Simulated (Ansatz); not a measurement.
# FGeH3: the cost of one run

Method: PBE0-D4/def2-TZVP structures, single points in def2-TZVPP, no counterpoise correction; program: Ansatz 0.2.0, Gaussian basis.

Levels: SPW92, PBE-D4, BLYP-D4, r2SCAN-D4, B97M-V, PBE0-D4, B3LYP-D4, r2SCAN0-D4, BHLYP-D4, CAM-B3LYP-D4, wB97X-V, wB97M-V, B2PLYP, PBE-QIDH, Hartree-Fock, MP2, CCSD, CCSD(T).

Correlated methods freeze the cores. Filled d shells of the heavier atoms are correlated. Orbitals are unrestricted. B3LYP uses VWN-RPA correlation. B2PLYP carries no dispersion term here.

78 further runs of the same task are left out: 78 set aside as unsound or not needed.

### Step 1. The system as given

The complex: 6 atoms, charge 0, spin multiplicity 2.

Atoms are counted from 1 here; the program's logs count them from 0.

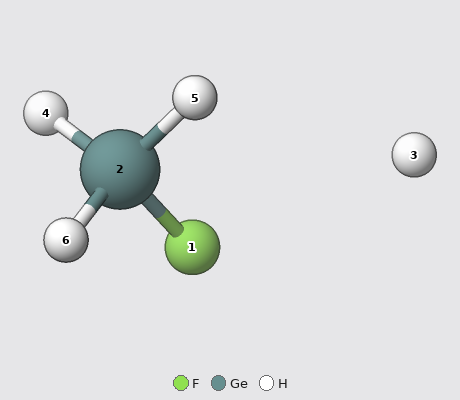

The starting geometry (fluorine green, germanium teal, hydrogen white); atoms are numbered from 1 in the order of the file.

As a file:

```xyz
6
FGeH4
F    -1.2100   -0.0750   -0.7069
Ge   -0.1448    0.2508    0.6325
H     1.0029   -1.1690   -2.8123
H    -0.2879    1.7460    0.9401
H     1.2658   -0.1183    0.1587
H    -0.6260   -0.6345    1.7881
```

Its parts: GeH₃F holds atoms 1, 2, 4, 5, 6; H radical holds atoms 3. Each part counts its atoms afresh in its own runs.

### Step 2. Relaxing GeH₃F alone

Input file relax-a/in.yaml:

```yaml
crystal:
  periodic: [false, false, false]
  atoms:
    - {symbol: F, position_ang: [-1.210048, -0.075032, -0.706917]}
    - {symbol: Ge, position_ang: [-0.144769, 0.250806, 0.632472]}
    - {symbol: H, position_ang: [-0.287922, 1.746022, 0.940055]}
    - {symbol: H, position_ang: [1.265816, -0.118285, 0.158653]}
    - {symbol: H, position_ang: [-0.625983, -0.634500, 1.788082]}
basis:
  gaussian: {orbitals: def2-TZVP}
hamiltonian: {xc: pbe0, dispersion: d4}
relax: {f_tol: 0.005, max_steps: 200}
```

The run is started by

```console
$ ansatz run in.yaml --threads 2 --pin off --events-out ev --progress --plain --max-ram 4352MiB
```

**Question.** How long does this run take on 2 threads of Arm Neoverse V1, shared host?

About 3.1 s.
